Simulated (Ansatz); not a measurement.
Run report: CH8BNO, geometry relaxation (part 1 of 2)

The run: geometry relaxation of CH8BNO. Method and program: RKS PBE0-D4/6-31G* (Ansatz 0.2.0).

The input holds or restrains some coordinates. Forces given for the steps count only the free coordinates. It belongs to a series of runs on one base structure; here: pulled along the bonds that form and break, towards end B. Figures and captions count atoms from 1; the log counts them from 0 in places.

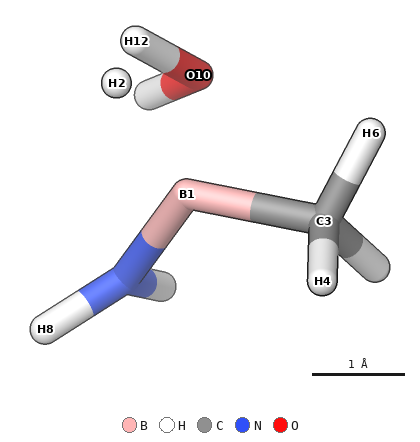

**Figure 1.** The starting structure (stick view, seen at a tilt; atoms are numbered from 1 in the order of the input). Bond lengths as drawn: B–C 1.60 Å, B–N 1.55 Å, C–H 1.11 Å, H–N 1.06 Å and H–O 1.01 to 1.26 Å.

## Input file
```yaml
crystal:
  periodic: [false, false, false]
  atoms:
    - { symbol: B, position_ang: [0.0, 0.0, 0.0] }
    - { symbol: H, position_ang: [0.0, 0.0, 1.54] }
    - { symbol: C, position_ang: [1.3856, 0.0, -0.8] }
    - { symbol: H, position_ang: [1.7152, -1.0462, -0.9702] }
    - { symbol: H, position_ang: [1.2491, 0.508, -1.7774] }
    - { symbol: H, position_ang: [2.1552, 0.5381, -0.2082] }
    - { symbol: "N", position_ang: [-1.3423, 0.0, -0.775] }
    - { symbol: H, position_ang: [-2.0112, -0.8164, -0.6764] }
    - { symbol: H, position_ang: [-1.5914, 0.8164, -1.4036] }
    - { symbol: O, position_ang: [-0.2139, 1.6086, 0.5392] }
    - { symbol: H, position_ang: [-1.1525, 1.9139, 0.3252] }
    - { symbol: H, position_ang: [-0.1135, 0.8538, 1.537] }
basis:
  gaussian: { orbitals: "6-31G*" }
hamiltonian:
  xc: pbe0
  dispersion: d4
relax:
  f_tol: 0.15
  max_steps: 25
  restrain:
    - { distance: [0, 9], at: 1.41, k: 30.0 }
    - { distance: [11, 1], at: 0.66, k: 30.0 }
    - { distance: [0, 1], at: 2.39, k: 30.0 }
    - { distance: [11, 9], at: 2.21, k: 30.0 }
output:
  orbitals: {}
```

Launch command:
```bash
ansatz run input.yaml --threads 1 --pin off --max-ram 2048MiB --backend cpu --events-out ev --progress --plain --runs-dir out
```

## The program's output
```
The last accepted step is kept in [file] (removed where the run ends without a failure and the disk answers)
Engine: ansatz 0.2.0, x86_64-unknown-linux-gnu
Functional definition: PBE0
  parameter a = 0.25
  parameter kappa = 0.804
  parameter beta = 0.06672455060314922
  exchange = (1 - a)*pbe_x(kappa = kappa, mu = beta*pi^2/3) + a*exact_x
  correlation = pbe_c(beta = beta)
903 factors; integrals over basis functions are off by at most 5.5e-4 eV
mean field evaluation 1: about -5362.4844 eV, gradient 6.8e1 eV
mean field evaluation 2: about -5352.4259 eV, gradient 9.7e1 eV
mean field evaluation 4: about -5371.4733 eV, gradient 4.3e0 eV
mean field evaluation 8: about -5371.5256 eV, gradient 3.8e-1 eV
mean field evaluation 16: about -5371.5260 eV, gradient 4.1e-5 eV
mean field -5371.52598367 eV, -197.3999389487 hartree, gradient 4.1e-5 eV, S^2 0.000000; 0 other end points of the search recorded, 0 dependent functions left out
the calculation of the forces begins
reference -5371.52600152 eV, -197.3999396049 hartree; 17, 17 occupied and 59, 59 virtual orbitals, 903 factors
relax step   1: F+E_penalty+E_count = -5371.67316686 eV  Δ(F+E_penalty+E_count) = +0.000e0 eV  max|allowed force component| = 4.229e0 eV/Å  E_restraint = 26.47138437 eV  max|allowed force component, restraints' pulls added| = 2.565e1 eV/Å  Δτ_max = 0.0000 Å  (27 SCF iters, accepted)
  distance B 0 - O 9 = 1.7100 Å
  distance H 11 - H 1 = 0.8613 Å
  distance B 0 - H 1 = 1.5400 Å
  distance H 11 - O 9 = 1.2552 Å
these checks for a lower state are left out or cut short: starts, cluster_reference, orbital_swaps, neighbouring_geometries, increment
903 factors; integrals over basis functions are off by at most 6.0e-4 eV
mean field -5372.62895209 eV, -197.4404722905 hartree, gradient 1.6e-5 eV, S^2 0.000000; 0 other end points of the search recorded, 0 dependent functions left out
[... from here on the field's lines of each further geometry are left out, up to the last ...]
relax step   2: F+E_penalty+E_count = -5372.77754619 eV  Δ(F+E_penalty+E_count) = -1.104e0 eV  max|allowed force component| = 5.789e0 eV/Å  E_restraint = 11.15155902 eV  max|allowed force component, restraints' pulls added| = 1.924e1 eV/Å  Δτ_max = 0.1949 Å  (34 SCF iters, accepted)
relax step   3: F+E_penalty+E_count = -5374.19118750 eV  Δ(F+E_penalty+E_count) = -1.414e0 eV  max|allowed force component| = 4.363e0 eV/Å  E_restraint = 2.47946023 eV  max|allowed force component, restraints' pulls added| = 9.863e0 eV/Å  Δτ_max = 0.1950 Å  (30 SCF iters, accepted)
relax step   4: F+E_penalty+E_count = -5375.03169826 eV  Δ(F+E_penalty+E_count) = -8.405e-1 eV  max|allowed force component| = 1.780e0 eV/Å  E_restraint = 0.06037662 eV  max|allowed force component, restraints' pulls added| = 2.371e0 eV/Å  Δτ_max = 0.1944 Å  (27 SCF iters, accepted)
relax step   5: F+E_penalty+E_count = -5375.43528798 eV  Δ(F+E_penalty+E_count) = -4.036e-1 eV  max|allowed force component| = 1.246e0 eV/Å  E_restraint = 0.05433525 eV  max|allowed force component, restraints' pulls added| = 1.035e0 eV/Å  Δτ_max = 0.1946 Å  (26 SCF iters, accepted)
relax step   6: F+E_penalty+E_count = -5375.71877170 eV  Δ(F+E_penalty+E_count) = -2.835e-1 eV  max|allowed force component| = 1.340e0 eV/Å  E_restraint = 0.05387820 eV  max|allowed force component, restraints' pulls added| = 1.058e0 eV/Å  Δτ_max = 0.1996 Å  (27 SCF iters, accepted)
relax step   7: F+E_penalty+E_count = -5375.93018377 eV  Δ(F+E_penalty+E_count) = -2.114e-1 eV  max|allowed force component| = 1.418e0 eV/Å  E_restraint = 0.04863625 eV  max|allowed force component, restraints' pulls added| = 6.566e-1 eV/Å  Δτ_max = 0.2000 Å  (26 SCF iters, accepted)
relax step   8: F+E_penalty+E_count = -5376.05336195 eV  Δ(F+E_penalty+E_count) = -1.232e-1 eV  max|allowed force component| = 1.474e0 eV/Å  E_restraint = 0.04836874 eV  max|allowed force component, restraints' pulls added| = 4.081e-1 eV/Å  Δτ_max = 0.2000 Å  (26 SCF iters, accepted)
relax step   9: F+E_penalty+E_count = -5376.10900650 eV  Δ(F+E_penalty+E_count) = -5.564e-2 eV  max|allowed force component| = 1.536e0 eV/Å  E_restraint = 0.04442493 eV  max|allowed force component, restraints' pulls added| = 3.997e-1 eV/Å  Δτ_max = 0.2000 Å  (27 SCF iters, accepted)
the calculation of the forces begins
reference -5375.96965717 eV, -197.5632409378 hartree; 17, 17 occupied and 59, 59 virtual orbitals, 903 factors
relax step  10: F+E_penalty+E_count = -5376.11721790 eV  Δ(F+E_penalty+E_count) = -8.211e-3 eV  max|allowed force component| = 1.548e0 eV/Å  E_restraint = 0.04154570 eV  max|allowed force component, restraints' pulls added| = 1.419e-1 eV/Å  Δτ_max = 0.1468 Å  (27 SCF iters, accepted)
  distance B 0 - O 9 = 1.3950 Å
  distance H 11 - H 1 = 0.7085 Å
  distance B 0 - H 1 = 2.4016 Å
  distance H 11 - O 9 = 2.2178 Å
903 factors; integrals over basis functions are off by at most 9.6e-4 eV
mean field evaluation 96: about -5375.9696 eV, gradient 2.4e-5 eV
```

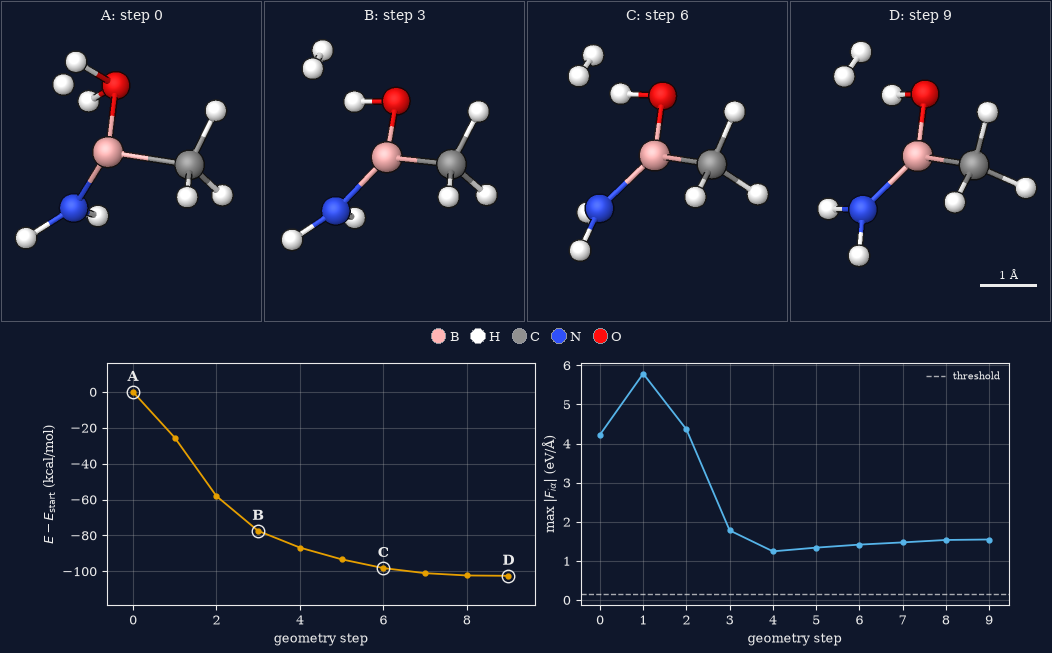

**Figure 2.** Frames of the restrained relaxation (ball-and-stick view, seen at a tilt) above the curves, on which the letters mark them (the first geometry is step 0 here and step 1 in the log).

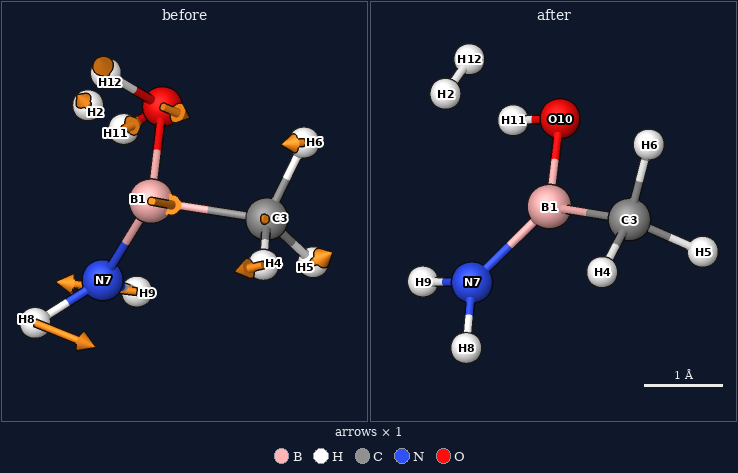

**Figure 3.** Before (left) and after (right) the restrained relaxation, at one scale (ball-and-stick view, seen at a tilt). The orange arrows give the displacements, at true length. After 9 geometry steps the energy has fallen by 102.5 kcal/mol. The largest force component goes from 4.2 to 1.5 eV/Å. H9 moves most after the best rigid fit: 1.09 Å. Largest moves by element: H 1.09 Å, B 0.81 Å, O 0.52 Å, C 0.12 Å, N 0.04 Å. Among the contacts that change: O10–H12 1.255 → 2.218 Å, B1–O10 1.710 → 1.395 Å, H2–H12 0.861 → 0.708 Å, B1–N7 1.550 → 1.413 Å. Among the angles that change: N7–B1–O10 92.8° → 121.4°, C3–B1–O10 105.4° → 117.3°, H8–N7–H9 120.0° → 113.2°. (Atoms are counted from 1 in the order of the input.)

```
mean field -5375.96963889 eV, -197.5632402662 hartree, gradient 2.5e-5 eV, S^2 0.000000; 1 other end points of the search recorded, 0 dependent functions left out
the calculation of the forces begins
reference -5375.96965717 eV, -197.5632409378 hartree; 17, 17 occupied and 59, 59 virtual orbitals, 903 factors
Total energy: -5376.11723618 eV, -197.5686643663 hartree
Atom 0 at    -0.136842     0.652401    -0.468511 Å, force    -0.029500     0.502103    -0.023828 eV/Å
Atom 1 at     0.023082    -0.115131     1.801465 Å, force    -0.206543    -1.548331     0.235888 eV/Å
Atom 2 at     1.271650     0.011285    -0.773641 Å, force     0.003576    -0.020367    -0.073129 eV/Å
Atom 3 at     1.241768    -1.079518    -0.884694 Å, force    -0.012170     0.033689     0.003853 eV/Å
Atom 4 at     1.664648     0.422916    -1.713046 Å, force     0.008342    -0.010414     0.000343 eV/Å
Atom 5 at     2.003587     0.254016     0.002288 Å, force    -0.008760     0.018445     0.027984 eV/Å
Atom 6 at    -1.335209    -0.019024    -0.801097 Å, force    -0.093099     0.053983    -0.071651 eV/Å
Atom 7 at    -1.331686    -0.916543    -1.261139 Å, force     0.001789     0.050282     0.031644 eV/Å
Atom 8 at    -2.261366     0.376362    -0.705870 Å, force     0.099638    -0.078206     0.017782 eV/Å
Atom 9 at    -0.150153     1.922292     0.108744 Å, force    -0.111073    -0.185121    -0.513217 eV/Å
Atom 10 at    -1.044364     2.284627     0.173104 Å, force     0.116737    -0.074318     0.036499 eV/Å
Atom 11 at     0.135185     0.582516     1.852997 Å, force     0.231063     1.258255     0.327832 eV/Å
Dipole moment:    -0.525042    -0.124160    -0.160820 e Å
```

## Trajectory as extended XYZ (Å, eV, eV/Å), 10 frames, from step=1 to step=10
```
12
Properties=species:S:1:pos:R:3:forces:R:3 step=1 energy=-5371.67317
B     0.0000    0.0000    0.0000   -2.4565   4.2286  -1.2844
H     0.0000    0.0000    1.5400    0.5176  -4.0634  -0.3454
C     1.3856    0.0000   -0.8000    0.1187  -0.9434   1.2078
H     1.7152   -1.0462   -0.9702    0.1790   0.4953  -0.1717
H     1.2491    0.5080   -1.7774   -0.1447  -0.2610   0.5275
H     2.1552    0.5381   -0.2082   -0.1801  -0.3431  -0.3946
N    -1.3423    0.0000   -0.7750   -0.1449  -2.3950   1.0983
H    -2.0112   -0.8164   -0.6764    1.0263   1.8432  -0.8379
H    -1.5914    0.8164   -1.4036    0.4451  -1.8108   1.2529
O    -0.2139    1.6086    0.5392   -0.2691   2.1556  -0.0369
H    -1.1525    1.9139    0.3252    1.6535  -0.9455   0.6388
H    -0.1135    0.8538    1.5370   -0.7450   2.0397  -1.6545
```
